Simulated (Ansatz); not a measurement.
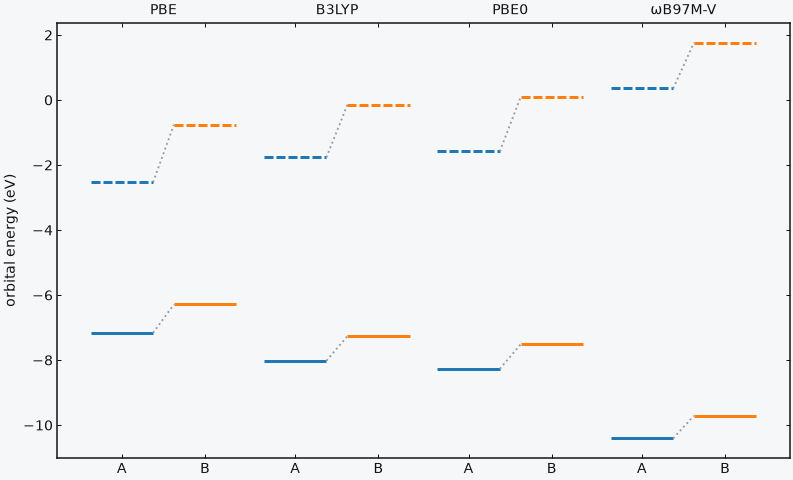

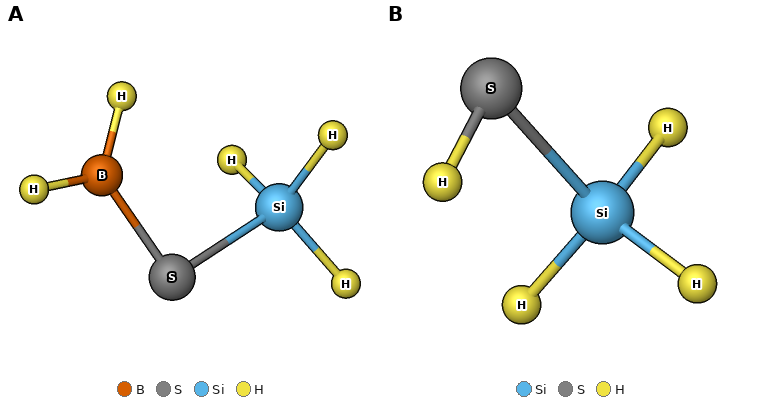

One change: A, BSiH₅S (SMILES BS[SiH3]), becomes B, SiH₄S (SMILES [SiH3]S). BH₂ on S is replaced by H. HOMO (solid) and LUMO (dashed) computed in def2-TZVPP at PBE0-D4/def2-TZVP geometries, both minima by their frequencies, gas phase, the Ansatz code 0.2.0. Empty levels above zero depend strongly on the basis.

What does the change do to HOMO and LUMO?

Answer. PBE: the HOMO rises by 0.87 eV, the LUMO rises by 1.77 eV, and the separation goes from 4.63 to 5.53 eV. B3LYP: the HOMO rises by 0.75 eV, the LUMO rises by 1.61 eV, and the separation goes from 6.26 to 7.11 eV. PBE0: the HOMO rises by 0.75 eV, the LUMO rises by 1.67 eV, and the separation goes from 6.69 to 7.60 eV. ωB97M-V: the HOMO rises by 0.70 eV, the LUMO rises by 1.41 eV, and the separation goes from 10.76 to 11.47 eV.

Do the functionals agree on the effect?

Answer. They agree on the direction for both levels; the HOMO shift lies between 0.70 and 0.87 eV and the LUMO shift between 1.41 and 1.77 eV, while the separations themselves differ by up to 6.1 eV between functionals.
